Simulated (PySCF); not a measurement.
**CH₆Si: polarizability calculation**

CH₆Si, SMILES C[SiH3], computed with HF/def2-SVP, RHF (PySCF 2.14.0).

The geometry comes from this level: PBE0-D4/def2-TZVP.

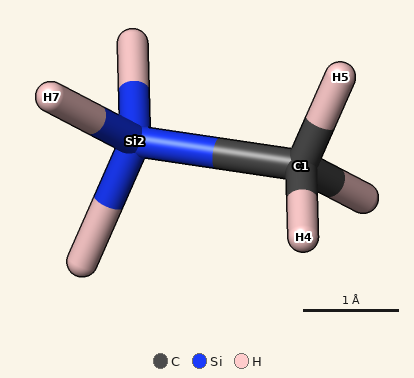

Figure 1. The structure (stick view, seen at a tilt; atoms are numbered from 1 in the order of the input). Bond lengths as drawn: C–H 1.09 Å, C–Si 1.87 Å and H–Si 1.49 Å.

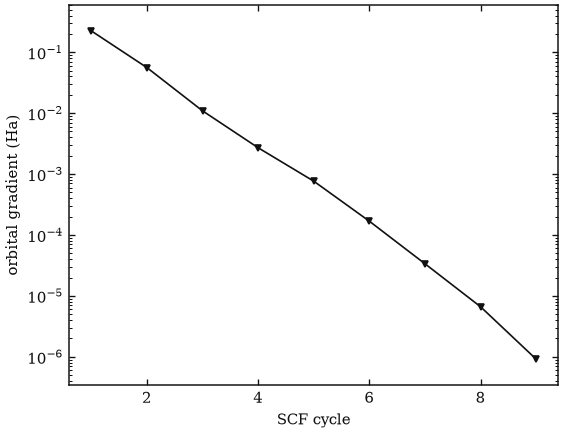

Figure 2. Convergence of the self-consistent field: orbital gradient against the SCF cycle. The residual falls at every step.

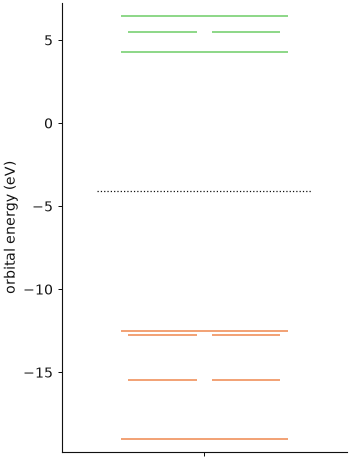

Figure 3. Orbital energies near the frontier; the dotted line parts filled from empty levels, and levels within 0.02 eV of each other stand side by side. Highest filled −12.49 eV, lowest empty 4.27 eV, 16.76 eV apart.

These pictures come from the run below.

### Input (calc.py)
```python
import numpy
from pyscf import gto
from pyscf.prop.polarizability import rhf

mol = gto.M(
    atom='''
C   -0.181500   0.239740  -0.940300
Si   0.162420  -0.214550   0.841500
H   -1.240470   0.112510  -1.175580
H    0.395470  -0.391420  -1.619800
H    0.086600   1.280720  -1.133860
H   -0.624960   0.646220   1.765390
H    1.605560  -0.040010   1.159870
H   -0.203110  -1.633210   1.102780
''',
    basis='def2-svp',
    charge=0,
    max_memory=1860,
    verbose=4,
    spin=0,
)

hf = mol.RHF()
hf.conv_tol = 1e-10
hf.kernel()
if not hf.converged:
    hf = hf.newton().run(hf.mo_coeff, hf.mo_occ)

e_final = hf.e_tot
print('Final energy', e_final)
pol = rhf.Polarizability(hf)
alpha = pol.polarizability()
print('isotropic polarizability %.4f bohr^3' % (numpy.trace(alpha) / 3))
alpha_w = pol.polarizability_with_freq(freq=0.0774)
beta = pol.hyper_polarizability()
```

Command:
```bash
OMP_NUM_THREADS=1 python calc.py
```

### Output
```
PySCF version 2.14.0

[INPUT] num. atoms = 8
[INPUT] num. electrons = 26
[INPUT] charge = 0
[INPUT] spin (= nelec alpha-beta = 2S) = 0
[INPUT] symmetry False subgroup None
[INPUT] Mole.unit = angstrom
[INPUT] Symbol           X                Y                Z      unit          X                Y                Z       unit  Magmom
[INPUT]  1 C     -0.181500000000   0.239740000000  -0.940300000000 AA   -0.342985291609   0.453042941103  -1.776909474929 Bohr   0.0
[INPUT]  2 Si     0.162420000000  -0.214550000000   0.841500000000 AA    0.306929317152  -0.405440740025   1.590204533821 Bohr   0.0
[INPUT]  3 H     -1.240470000000   0.112510000000  -1.175580000000 AA   -2.344148565739   0.212613086275  -2.221524237516 Bohr   0.0
[INPUT]  4 H      0.395470000000  -0.391420000000  -1.619800000000 AA    0.747329990482  -0.739676599677  -3.060978376570 Bohr   0.0
[INPUT]  5 H      0.086600000000   1.280720000000  -1.133860000000 AA    0.163650282387   2.420210042253  -2.142684863599 Bohr   0.0
[INPUT]  6 H     -0.624960000000   0.646220000000   1.765390000000 AA   -1.181003238808   1.221178816216   3.336103603046 Bohr   0.0
[INPUT]  7 H      1.605560000000  -0.040010000000   1.159870000000 AA    3.034068676557  -0.075607942244   2.191836640099 Bohr   0.0
[INPUT]  8 H     -0.203110000000  -1.633210000000   1.102780000000 AA   -0.383822273160  -3.086319603901   2.083952175648 Bohr   0.0

nuclear repulsion = 62.8486560138707
number of shells = 32
number of NR pGTOs = 102
number of NR cGTOs = 62
basis = def2-svp
ecp = {}

******** <class 'pyscf.scf.hf.RHF'> ********
method = RHF
initial guess = minao
damping factor = 0
level_shift factor = 0
DIIS = <class 'pyscf.scf.diis.CDIIS'>
diis_start_cycle = 1
diis_space = 8
diis_damp = 0
SCF conv_tol = 1e-10
SCF conv_tol_grad = None
SCF max_cycles = 50
direct_scf = True
direct_scf_tol = 1e-13
Set gradient conv threshold to 1e-05
Initial guess from minao.
init E= -329.945474849121
  HOMO = -0.357806821946032  LUMO = 0.0976528062747537  gap/eV = 12.39369
cycle= 1 E= -330.15030420198  delta_E= -0.205  |g|= 0.224  |ddm|= 2.27
  HOMO = -0.466283768199709  LUMO = 0.146856474742775  gap/eV = 16.68440
cycle= 2 E= -330.171511251144  delta_E= -0.0212  |g|= 0.0559  |ddm|= 0.298
  HOMO = -0.452293219562173  LUMO = 0.158602596162722  gap/eV = 16.62332
cycle= 3 E= -330.173159766462  delta_E= -0.00165  |g|= 0.0109  |ddm|= 0.11
  HOMO = -0.458937759390388  LUMO = 0.156781356647496  gap/eV = 16.75457
cycle= 4 E= -330.173210705349  delta_E= -5.09e-05  |g|= 0.0027  |ddm|= 0.0187
  HOMO = -0.458770784532335  LUMO = 0.156780850971021  gap/eV = 16.75001
cycle= 5 E= -330.173214844246  delta_E= -4.14e-06  |g|= 0.000763  |ddm|= 0.00619
  HOMO = -0.458988944695625  LUMO = 0.156753769399892  gap/eV = 16.75521
cycle= 6 E= -330.173215201186  delta_E= -3.57e-07  |g|= 0.000168  |ddm|= 0.00203
  HOMO = -0.459000447644792  LUMO = 0.156754266195675  gap/eV = 16.75554
cycle= 7 E= -330.173215222365  delta_E= -2.12e-08  |g|= 3.36e-05  |ddm|= 0.000551
  HOMO = -0.459001488969989  LUMO = 0.156754165676049  gap/eV = 16.75556
cycle= 8 E= -330.173215223247  delta_E= -8.82e-10  |g|= 6.61e-06  |ddm|= 0.000105
  HOMO = -0.459001955697694  LUMO = 0.156754290457903  gap/eV = 16.75558
cycle= 9 E= -330.173215223281  delta_E= -3.43e-11  |g|= 9.1e-07  |ddm|= 2.03e-05
  HOMO = -0.459001820113607  LUMO = 0.156754399437082  gap/eV = 16.75558
Extra cycle  E= -330.173215223283  delta_E= -1.71e-12  |g|= 3.26e-07  |ddm|= 1.98e-06
converged SCF energy = -330.173215223283
Final energy -330.17321522328285
Isotropic polarizability 34.483077709
Polarizability anisotropy 2.0105316268
isotropic polarizability 34.4831 bohr^3
```

### Results in brief

| quantity | value |
| --- | --- |
| outcome | converged |
| total energy | −330.173215 hartree |
| basis functions | 62 |
| HOMO | −12.49 eV |
| LUMO | 4.27 eV |
| dipole moment | 0.74 D |
| hardware | 1 thread of Arm Neoverse V1, 24 GiB of memory available, shared host |
| wall time | 6.9 s |
| peak memory | 0.13 GiB |
